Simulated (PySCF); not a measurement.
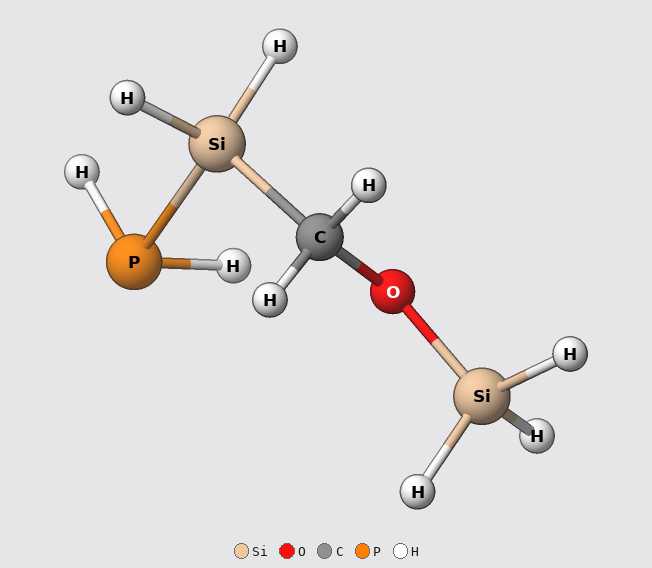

Ball-and-stick drawing of a structure.

The computed structure is the end point of a PBE0-D3(BJ)/def2-SVP optimisation. No frequency run is at hand to confirm it as a minimum.

Describe the molecule.

The molecule is CH9OPSi2. Its SMILES string is `[SiH3]OC[SiH2]P`. It has no ring. Among its groups: Si–H bond, Si–O bond. This geometry has C1 symmetry. Coordination: 2 Si tetrahedral; 1 O bent; 1 C tetrahedral; 1 P trigonal pyramidal.

The parts below concern this one geometry. Atoms keep their numbers from picture to picture.

Geometry

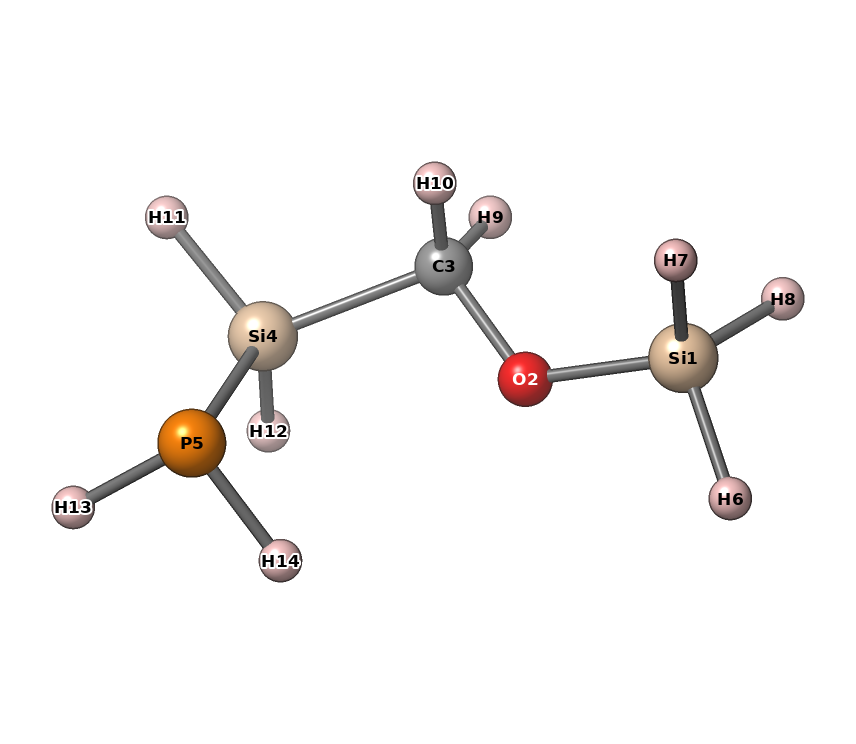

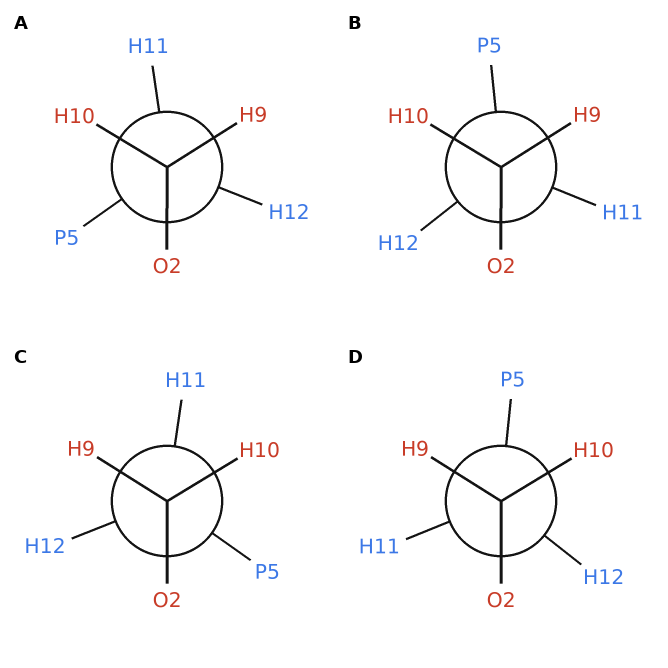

Depth is shown by fading: the farther an atom, the more it takes the colour of the background. Bonds that would overlap in a projection are set slightly apart. No frequency run is at hand to confirm it as a minimum.

Question: Which Newman projection shows the view along C3–Si4, with C3 in front?

Answer: A. The torsion angle O2–C3–Si4–P5 is 55°, synclinal (gauche).

Levels of theory compared

No frequency run is at hand to confirm it as a minimum. Program: PySCF 2.14.0.

Tabulate HOMO energy (eV), dipole (D) at these levels: B97-2/pcSseg-1; BHandHLYP/pcSseg-1; CAM-B3LYP/pcSseg-1; LC-wPBE/pcSseg-1; PBE0/6-31G; PBE0/STO-3G; PBE0/pcSseg-1; WP04/pcSseg-1; mPW1PW91/pcSseg-1; ωB97X-D/pcSseg-1.

```tsv
level	HOMO energy (eV)	dipole (D)
B97-2/pcSseg-1	−7.23	1.23
BHandHLYP/pcSseg-1	−8.42	1.29
CAM-B3LYP/pcSseg-1	−8.71	1.25
LC-wPBE/pcSseg-1	−10.07	1.36
PBE0/6-31G	−7.17	1.77
PBE0/STO-3G	−3.89	0.66
PBE0/pcSseg-1	−7.46	1.24
WP04/pcSseg-1	−8.51	1.23
mPW1PW91/pcSseg-1	−7.48	1.25
ωB97X-D/pcSseg-1	−9.29	1.31
```

NMR shielding

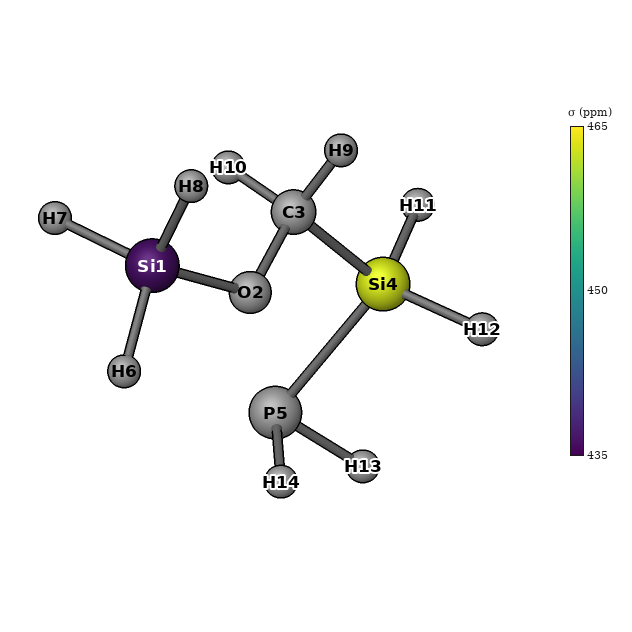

Atoms are coloured by their isotropic NMR shieldings (Si only, the others grey). No frequency run is at hand to confirm it as a minimum. Level of theory: GIAO PBE0/6-31G NMR shielding, non-relativistic, gas phase (PySCF 2.14.0).

List the isotropic NMR shieldings of the Si atoms.

```json
{"atom": "Si1", "σ (ppm)": "436.3"}
{"atom": "Si4", "σ (ppm)": "462.8"}
```

Bond orders

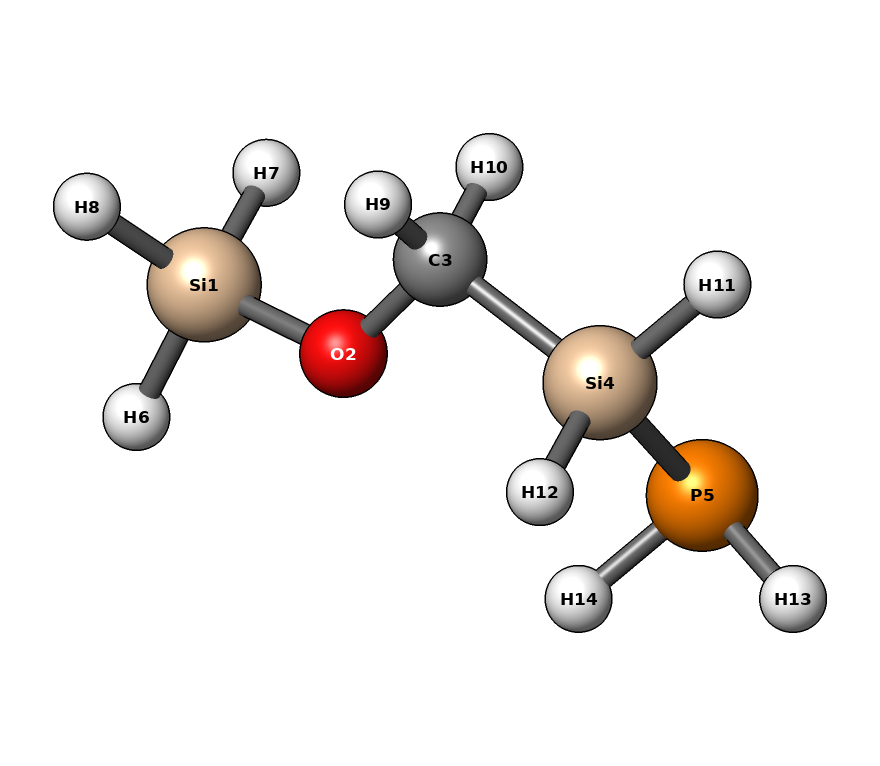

Every bond is drawn as one stick. No frequency run is at hand to confirm it as a minimum. Computed with PBE0/6-31G (PySCF 2.14.0).

List the Mayer bond orders of Si1–O2, Si1–H6, Si1–H7, Si1–H8, O2–C3, C3–Si4, C3–H9, C3–H10, Si4–P5, Si4–H11, Si4–H12, P5–H13, P5–H14.

| bond | Mayer order | length (Å) |
| --- | --- | --- |
| Si1–O2 | 0.72 | 1.669 |
| Si1–H6 | 0.93 | 1.487 |
| Si1–H7 | 0.88 | 1.497 |
| Si1–H8 | 0.88 | 1.497 |
| O2–C3 | 0.77 | 1.413 |
| C3–Si4 | 0.83 | 1.899 |
| C3–H9 | 0.91 | 1.107 |
| C3–H10 | 0.90 | 1.109 |
| Si4–P5 | 0.89 | 2.261 |
| Si4–H11 | 0.91 | 1.497 |
| Si4–H12 | 0.91 | 1.495 |
| P5–H13 | 0.91 | 1.429 |
| P5–H14 | 0.92 | 1.427 |
